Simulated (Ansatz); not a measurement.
**C2H5F (SMILES CCF): a chain of runs**

Wanted: a series of 26 runs (HF/STO-3G, UHF/STO-3G, HF/3-21G, UHF/3-21G, HF/6-31G*, UHF/6-31G*, B3LYP/6-31G*, UB3LYP/6-31G*, and more) of C2H5F. 

The calculation is run with Ansatz 0.2.0.

**1. The molecule**

The species is C2H5F (8 atoms), meant as a singlet with charge 0. As SMILES, `CCF`. The coordinates come from a PBE0-D4/def2-TZVP relaxation. The run starts from this shape.

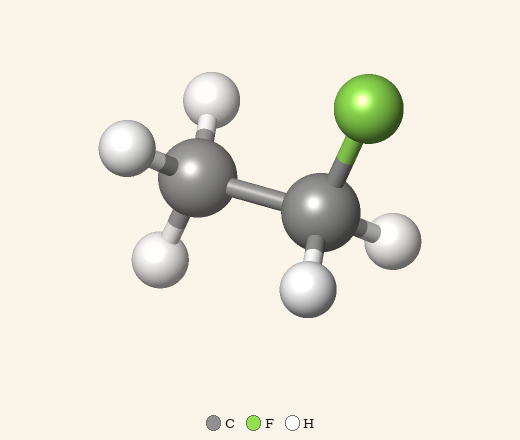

Viewed from a chosen angle; carbon grey, fluorine green, hydrogen white.

**2. A structure relaxation at HF/STO-3G (run 1)**

File in.yaml:

```yaml
crystal:
  periodic: [false, false, false]
  atoms:
    - {symbol: C, position_ang: [-0.431700, 0.566900, -0.264600]}
    - {symbol: C, position_ang: [0.378400, -0.599100, 0.230500]}
    - {symbol: F, position_ang: [1.663300, -0.186400, 0.546500]}
    - {symbol: H, position_ang: [-1.443900, 0.237400, -0.512600]}
    - {symbol: H, position_ang: [0.018600, 0.998500, -1.160400]}
    - {symbol: H, position_ang: [-0.500300, 1.343000, 0.499800]}
    - {symbol: H, position_ang: [0.464000, -1.381500, -0.529800]}
    - {symbol: H, position_ang: [-0.056300, -1.036000, 1.134800]}
basis:
  gaussian: {orbitals: STO-3G}
hamiltonian: {xc: hf}
relax: {f_tol: 0.002}
output: {orbitals: {seedname: orbitals}}
```

Launch:

```console
$ ansatz run in.yaml --threads 1 --pin off --max-ram 3480MiB --events-out events.jsonl --progress --plain --runs-dir runs
```

The log of the run:

```text
Warning: RAYON_NUM_THREADS=1 ignored (pool sized by the plan → 1); use --threads N
The last accepted step is kept in runs//last_step.txt (removed where the run ends without a failure and the disk answers)
[... 56 lines left out ...]
Total energy: -4782.49807670 eV, -175.7535626251 hartree
[... 8 lines left out ...]
Dipole moment:    -0.238838    -0.051316    -0.064000 e Å
```

It took 2.3 s on 1 thread of Arm Neoverse V1, shared host.

The path in brief:

```
step  energy from the first frame kept (eV)  largest force (eV/Å)
   1                                 0.0000                1.9906
   2                                -0.0536                0.4370
   3                                -0.0564                0.1305
   4                                -0.0565                0.0242
   5                                -0.0566                0.0029
   6                                -0.0566                0.0031
   7                                -0.0566                0.0001
```

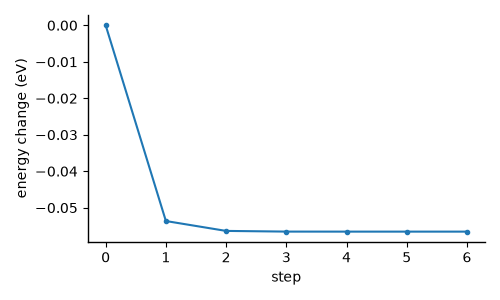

Energy along the run.

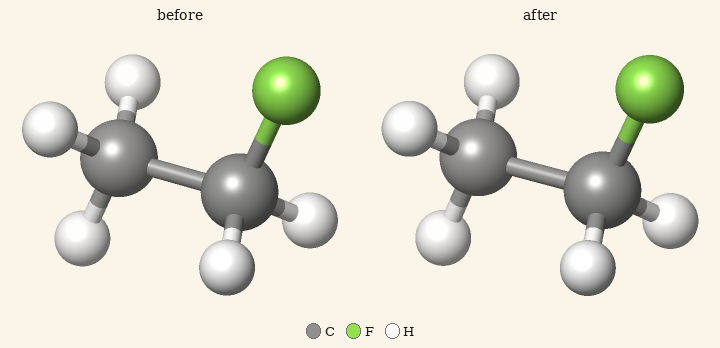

Before and after, at one scale.

After the run. Bond lengths: C1–C2 1.547 Å, C2–F3 1.386 Å, C1–H4 1.085 Å, C1–H5 1.086 Å, C1–H6 1.086 Å, C2–H7 1.099 Å, C2–H8 1.099 Å. Some angles: C1–C2–F3 111.2°, C1–C2–H7 109.6°, C1–C2–H8 109.6°, F3–C2–H7 109.4°, F3–C2–H8 109.4°, C2–C1–H4 109.8°, C2–C1–H5 110.5°, C2–C1–H6 110.5°, H7–C2–H8 107.5°, H4–C1–H5 108.7°.

**3. The harmonic vibrations at HF/STO-3G (run 2)**

File input.yaml:

```yaml
basis:
  gaussian:
    orbitals: STO-3G
crystal:
  periodic: [false, false, false]
  atoms:
    - {symbol: C, position_ang: [-0.442693, 0.580069, -0.270798]}
    - {symbol: C, position_ang: [0.408465, -0.605751, 0.241315]}
    - {symbol: F, position_ang: [1.694306, -0.198870, 0.558770]}
    - {symbol: H, position_ang: [-1.443652, 0.236511, -0.512351]}
    - {symbol: H, position_ang: [0.003090, 1.010024, -1.162509]}
    - {symbol: H, position_ang: [-0.512996, 1.352690, 0.488706]}
    - {symbol: H, position_ang: [0.452106, -1.388113, -0.529141]}
    - {symbol: H, position_ang: [-0.066525, -1.043760, 1.130208]}
hamiltonian:
  xc: hf
phonons:
  temperatures:
    t_min: 298.15
    t_max: 298.15
    t_step: 1
```

Launch:

```console
$ ansatz run input.yaml --threads 1 --pin off --max-ram 3480MiB --events-out events.jsonl --progress --plain --runs-dir runs
```

The log of the run:

```text
Warning: RAYON_NUM_THREADS=1 ignored (pool sized by the plan → 1); use --threads N
[... 159 lines left out ...]
Total energy: -4782.49806913 eV, -175.7535623470 hartree
[... 8 lines left out ...]
Dipole moment:    -0.238838    -0.051317    -0.063999 e Å
Vibrations: 223.77 446.48 936.81 1073.01 1263.30 1355.49 1384.04 1511.82 1680.00 1733.56 1813.51 1818.20 1839.68 3545.29 3573.14 3655.12 3759.12 3759.17 cm⁻¹, zero-point energy 2.192754 eV
```

Run time: 5.4 s. Hardware: 1 thread of Arm Neoverse V1, shared host.

Runs 3 to 22 aren't shown in full; the table further down has their settings and results.

**4. The doublet cation: the energy at UMP2/6-31G(d) (Cartesian functions) (run 23)**

File in.yaml:

```yaml
basis:
  gaussian: {orbitals: "6-31G*"}
crystal:
  periodic: [false, false, false]
  atoms:
    - {symbol: C, position_ang: [-0.437472, 0.566089, -0.266265]}
    - {symbol: C, position_ang: [0.375244, -0.605956, 0.230975]}
    - {symbol: F, position_ang: [1.668355, -0.168035, 0.544258]}
    - {symbol: H, position_ang: [-1.453215, 0.247854, -0.517695]}
    - {symbol: H, position_ang: [0.025584, 0.994479, -1.157505]}
    - {symbol: H, position_ang: [-0.493384, 1.339056, 0.502919]}
    - {symbol: H, position_ang: [0.463757, -1.388150, -0.528952]}
    - {symbol: H, position_ang: [-0.056768, -1.042537, 1.136466]}
total_charge: 1
magnetization: {spin_polarized: true, initial_magnetization: 1}
correlation: {method: mp2}
```

Launch:

```console
$ ansatz run in.yaml --threads 1 --pin off --max-ram 3480MiB --events-out events.jsonl --progress --plain --runs-dir runs
```

The log of the run:

```text
Warning: RAYON_NUM_THREADS=1 ignored (pool sized by the plan → 1); use --threads N
Functional definition: HF
  name "HF"
  exchange = exact_x
  correlation = 0
576 factors; integrals over basis functions are off by at most 9.0e-4 eV
mean field evaluation 1: about -4829.2279 eV, gradient 3.1e1 eV
mean field evaluation 2: about -4829.2291 eV, gradient 3.1e1 eV
mean field evaluation 4: about -4833.0458 eV, gradient 2.8e0 eV
mean field evaluation 8: about -4833.1782 eV, gradient 7.4e-1 eV
mean field evaluation 16: about -4833.7918 eV, gradient 6.9e-2 eV
mean field evaluation 32: about -4833.8433 eV, gradient 2.3e-1 eV
mean field evaluation 64: about -4833.8502 eV, gradient 2.7e-6 eV
mean field evaluation 96: about -4833.7918 eV, gradient 4.7e-2 eV
mean field evaluation 128: about -4833.7255 eV, gradient 4.2e0 eV
mean field evaluation 160: about -4832.5796 eV, gradient 5.8e0 eV
mean field -4833.85016070 eV, -177.6407169043 hartree, gradient 2.5e-6 eV, S^2 0.761115; 10 other end points of the search recorded, 0 dependent functions left out
3 core orbitals not correlated: weight in the atoms' cores, before any rotation towards them, 1.000 or more for the frozen orbitals, at most 0.000 for the correlated occupied ones
reference -4833.85016070 eV, -177.6407169043 hartree; 10, 9 occupied and 42, 43 virtual orbitals, 576 factors
second order -10.67212528 eV of doubles, -0.00000000 eV of singles
Total energy: -4844.52228598 eV, -178.0329102746 hartree
```

Wall time 3.6 s (1 thread of Arm Neoverse V1, shared host); peak memory 0.092 GiB.

Runs 24 to 25 aren't shown in full; the table further down has their settings and results.

**5. The harmonic vibrations at r2SCAN/def2-TZVP (run 26)**

File in.yaml:

```yaml
crystal:
  periodic: [false, false, false]
  atoms:
    - {symbol: C, position_ang: [-0.434205, 0.567735, -0.265586]}
    - {symbol: C, position_ang: [0.373348, -0.602922, 0.229754]}
    - {symbol: F, position_ang: [1.668029, -0.180742, 0.546786]}
    - {symbol: H, position_ang: [-1.447634, 0.242468, -0.514841]}
    - {symbol: H, position_ang: [0.020347, 0.997443, -1.160093]}
    - {symbol: H, position_ang: [-0.498815, 1.342136, 0.500924]}
    - {symbol: H, position_ang: [0.466272, -1.384799, -0.530676]}
    - {symbol: H, position_ang: [-0.055242, -1.038519, 1.137931]}
basis:
  gaussian:
    orbitals: def2-TZVP
hamiltonian:
  xc: {name: r2SCAN}
phonons:
  temperatures:
    t_min: 298.15
    t_max: 298.15
    t_step: 1
```

Launch:

```console
$ ansatz run in.yaml --threads 1 --pin off --max-ram 3480MiB --events-out events.jsonl --progress --plain --runs-dir runs
```

The log of the run:

```text
Warning: RAYON_NUM_THREADS=1 ignored (pool sized by the plan → 1); use --threads N
[... 22 lines left out ...]
736 factors; their error is unknown
[... 41 lines left out ...]
736 factors; their error is unknown
[... 41 lines left out ...]
736 factors; their error is unknown
[... 41 lines left out ...]
736 factors; their error is unknown
[... 40 lines left out ...]
736 factors; their error is unknown
[... 41 lines left out ...]
736 factors; their error is unknown
[... 4 lines left out ...]
736 factors; their error is unknown
[... 4 lines left out ...]
736 factors; their error is unknown
[... 5 lines left out ...]
736 factors; their error is unknown
[... 4 lines left out ...]
736 factors; their error is unknown
[... 4 lines left out ...]
736 factors; their error is unknown
[... 4 lines left out ...]
736 factors; their error is unknown
[... 13 lines left out ...]
Dipole moment:    -0.372728    -0.073305    -0.101282 e Å
Vibrations: 261.17 411.86 811.75 886.12 1055.93 1122.44 1183.59 1298.20 1388.60 1413.08 1475.65 1492.91 1514.67 3025.00 3037.66 3069.31 3115.02 3126.62 cm⁻¹, zero-point energy 1.840519 eV
```

Wall time 2 min (1 thread of Arm Neoverse V1, shared host); peak memory 0.13 GiB.

**6. Overview of the runs**

```
run                                level         task  walk f tol  partner  energy (Eh)  dipole moment (D)  wall time
  1                            HF/STO-3G     optimise       0.002     base  -175.753563               1.21      2.3 s
  2                            HF/STO-3G  frequencies           –     base  -175.753562               1.21      5.4 s
  3                           UHF/STO-3G       energy           –   cation  -175.430785                  –     0.73 s
  4                           UHF/STO-3G     optimise           –   cation  -175.451313                  –      2.6 s
  5                             HF/3-21G     optimise       0.002     base  -177.108959               2.28        2 s
  6                             HF/3-21G  frequencies           –     base  -177.108959               2.28        6 s
  7                            UHF/3-21G       energy           –   cation  -176.685531                  –     0.52 s
  8                            UHF/3-21G     optimise           –   cation  -176.729996                  –      6.3 s
  9      HF/6-31G* (Cartesian functions)     optimise       0.002     base  -178.077220               1.97      3.6 s
 10      HF/6-31G* (Cartesian functions)  frequencies           –     base  -178.077220               1.97       13 s
 11     UHF/6-31G* (Cartesian functions)       energy           –   cation  -177.639744                  –        2 s
 12     UHF/6-31G* (Cartesian functions)     optimise           –   cation  -177.693309                  –       11 s
 13   B3LYP/6-31G* (Cartesian functions)     optimise       0.002     base  -179.056423               1.72      9.6 s
 14   B3LYP/6-31G* (Cartesian functions)  frequencies           –     base  -179.056423               1.72       29 s
 15  UB3LYP/6-31G* (Cartesian functions)       energy           –   cation  -178.621645                  –      3.6 s
 16  UB3LYP/6-31G* (Cartesian functions)     optimise           –   cation  -178.637893                  –       17 s
 17                         PBE/def2-SVP     optimise       0.002     base  -178.710066               1.65      9.3 s
 18                         PBE/def2-SVP  frequencies           –     base  -178.710066               1.65       24 s
 19                        UPBE/def2-SVP       energy           –   cation  -178.293932                  –      7.2 s
 20                        UPBE/def2-SVP     optimise           –   cation  -178.309521                  –       20 s
 21     MP2/6-31G* (Cartesian functions)     optimise       0.002     base  -178.508725               1.85      5.1 s
 22     MP2/6-31G* (Cartesian functions)  frequencies           –     base  -178.508725               1.85       22 s
 23    UMP2/6-31G* (Cartesian functions)       energy           –   cation  -178.032910                  –      3.6 s
 24    UMP2/6-31G* (Cartesian functions)     optimise           –   cation  -178.094058                  –       17 s
 25                     r2SCAN/def2-TZVP     optimise       0.002     base  -179.040201               1.89       25 s
 26                     r2SCAN/def2-TZVP  frequencies           –     base  -179.040201               1.89      2 min
```

**7. What came out**

```
                                                                             quantity          value
                                               run 26, r2SCAN/def2-TZVP: total energy  -179.04020 Eh
                                              run 26, r2SCAN/def2-TZVP: dipole moment         1.89 D
                                   run 26, r2SCAN/def2-TZVP: largest force on an atom     0.001 eV/Å
                                 run 26, r2SCAN/def2-TZVP: lowest harmonic wavenumber       261 cm⁻¹
                                run 26, r2SCAN/def2-TZVP: highest harmonic wavenumber      3127 cm⁻¹
                                          run 26, r2SCAN/def2-TZVP: zero-point energy   177.6 kJ/mol
                        vertical ionisation energy (to the doublet cation), HF/STO-3G       8.783 eV
                         vertical ionisation energy (to the doublet cation), HF/3-21G      11.522 eV
                     vertical ionisation energy (to the doublet cation), B3LYP/6-31G*      11.831 eV
                       vertical ionisation energy (to the doublet cation), MP2/6-31G*      12.948 eV
   adiabatic ionisation energy (to the doublet cation, no zero-point term), HF/6-31G*      10.447 eV
adiabatic ionisation energy (to the doublet cation, no zero-point term), B3LYP/6-31G*      11.389 eV
adiabatic ionisation energy (to the doublet cation, no zero-point term), PBE/def2-SVP      10.899 eV
  adiabatic ionisation energy (to the doublet cation, no zero-point term), MP2/6-31G*      11.284 eV
```

**Reading.** At HF/STO-3G: the vertical ionisation energy comes to 8.78 eV (847 kJ/mol). In a minimal basis such a difference can be off by several eV, whatever the method. At HF/3-21G: the vertical ionisation energy comes to 11.52 eV (266 kcal/mol). At B3LYP/6-31G*: removing an electron at fixed nuclei costs 11.83 eV (273 kcal/mol). At MP2/6-31G*: the vertical ionisation energy comes to 12.95 eV (1249 kJ/mol). At HF/6-31G*: the adiabatic ionisation energy (to the doublet cation, no zero-point term) is 10.45 eV (1008 kJ/mol). Totals of different functionals can't be ranked against each other. In runs 1, 2, 3, 4 the basis is minimal, so the values are rough. All runs together took 6.1 min, the longest 2 min.
